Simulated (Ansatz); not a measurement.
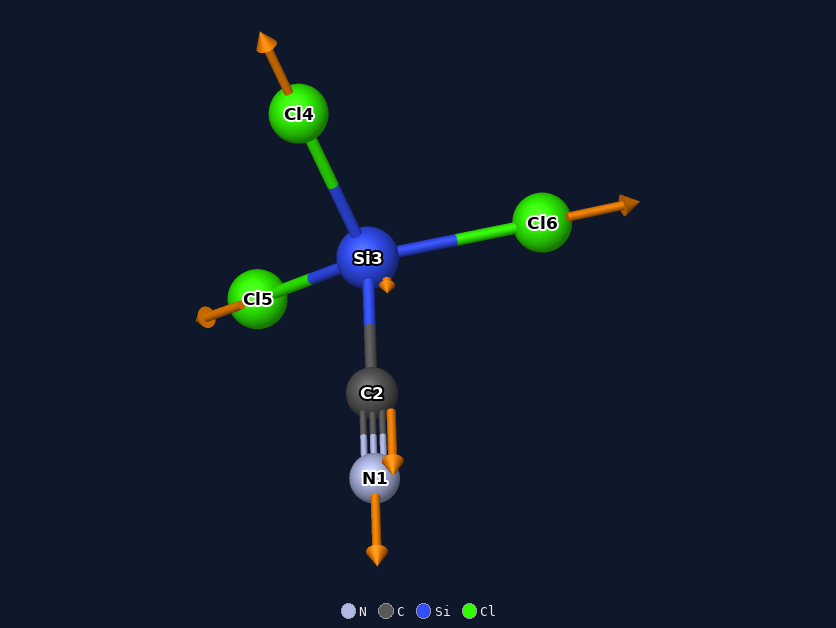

The arrows show one normal mode. Harmonic vibrations computed with RKS PBE0-D4/def2-TZVP (Ansatz 0.2.0) at a stationary point of the same level.

Describe the motion.

Mostly in-phase stretching of 3 Cl–Si bonds.

At what wavenumber does it lie?

437 cm⁻¹; it is mode 8 of 12 counted from the lowest.
